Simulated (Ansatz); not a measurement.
**Fields on a plane of SnTe (rock salt)**

```yaml
crystal:
  lattice:
    - [0.00000, 3.20458, 3.20458]
    - [3.20458, 0.00000, 3.20458]
    - [3.20458, 3.20458, 0.00000]
  atoms:
    - { symbol: Te, position: [0.00000, 0.00000, 0.00000] }
    - { symbol: Sn, position: [0.50000, 0.50000, 0.50000] }
```

The slice is a {111} plane (indices of the conventional cell) through the point (0.000, 0.000, 0.000) (fractional), spanned by u = [100] and v = [-1 2 0] in vectors of this cell: u (4.53 Å) and v (7.85 Å, at 90° to u). It covers one period; positions are fractions (u, v).

Atoms on it: Te at (0.00, 0.00); Te at (0.50, 0.50).

These are PBE (plane waves to 420 eV, PAW, scalar-relativistic; Ansatz, a quantum-chemistry and plane-wave program) values and carry that method's errors. k mesh 13×13×13. Near the nuclei the fields are pseudised (PAW); where an atom keeps semicore shells as valence, they peak there. SnTe was relaxed with its symmetry unable to fall. Spin-orbit coupling is left out, though Te is heavy.

| v \ u | 0.00 | 0.12 | 0.25 | 0.38 | 0.50 | 0.62 | 0.75 | 0.88 |
|---|---|---|---|---|---|---|---|---|
| 0.93 | 0.18 | 0.44 | 0.64 | 0.27 | 0.07 | 0.27 | 0.64 | 0.44 |
| 0.86 | 0.59 | 0.64 | 0.48 | 0.13 | 0.08 | 0.13 | 0.48 | 0.64 |
| 0.79 | 0.39 | 0.28 | 0.10 | 0.07 | 0.09 | 0.07 | 0.10 | 0.28 |
| 0.71 | 0.09 | 0.07 | 0.10 | 0.28 | 0.39 | 0.28 | 0.10 | 0.07 |
| 0.64 | 0.08 | 0.13 | 0.48 | 0.64 | 0.59 | 0.64 | 0.48 | 0.13 |
| 0.57 | 0.07 | 0.27 | 0.64 | 0.44 | 0.18 | 0.44 | 0.64 | 0.27 |
| 0.50 | 0.07 | 0.35 | 0.59 | 0.19 | x | 0.19 | 0.59 | 0.35 |
| 0.43 | 0.07 | 0.27 | 0.64 | 0.44 | 0.18 | 0.44 | 0.64 | 0.27 |
| 0.36 | 0.08 | 0.13 | 0.48 | 0.64 | 0.59 | 0.64 | 0.48 | 0.13 |
| 0.29 | 0.09 | 0.07 | 0.10 | 0.28 | 0.39 | 0.28 | 0.10 | 0.07 |
| 0.21 | 0.39 | 0.28 | 0.10 | 0.07 | 0.09 | 0.07 | 0.10 | 0.28 |
| 0.14 | 0.59 | 0.64 | 0.48 | 0.13 | 0.08 | 0.13 | 0.48 | 0.64 |
| 0.07 | 0.18 | 0.44 | 0.64 | 0.27 | 0.07 | 0.27 | 0.64 | 0.44 |
| 0.00 | x | 0.19 | 0.59 | 0.35 | 0.07 | 0.35 | 0.59 | 0.19 |

Values: electron localisation function (ELF). Points within 0.5 Å of a nucleus are blanked (x), as the pseudised field means little there.

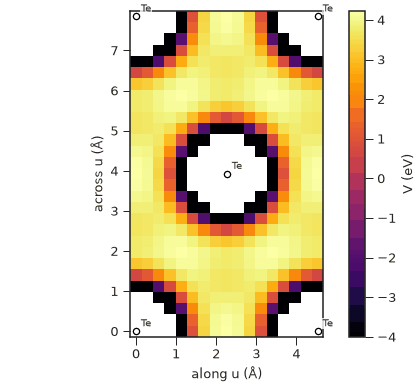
Electrostatic potential energy of an electron, from the cell's mean, in eV, one period of the plane, atoms marked. Points within 1 Å of a nucleus are left white, as the pseudised field means little there. Values under -4 eV are set to -4. The zero, the cell's mean, hangs on the PAW cores.
